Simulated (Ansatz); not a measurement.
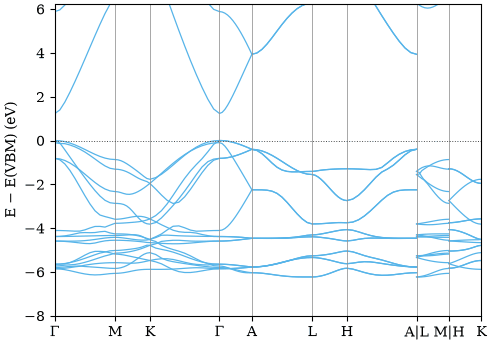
Fig. 1. Band structure from r²SCAN (plane waves, PAW; program Ansatz)

Q: Read off the gap and where the band edges lie.

A: About 1.2 eV (1.23 eV by a search for the band edges); maximum at Γ, minimum at Γ.

The material is ZnO (wurtzite, P6_3mc).

Symmetry was held in the r²SCAN relaxation; of distortions, only those at the zone centre were tested.

Potentials: the earlier of the program's two PAW sets.
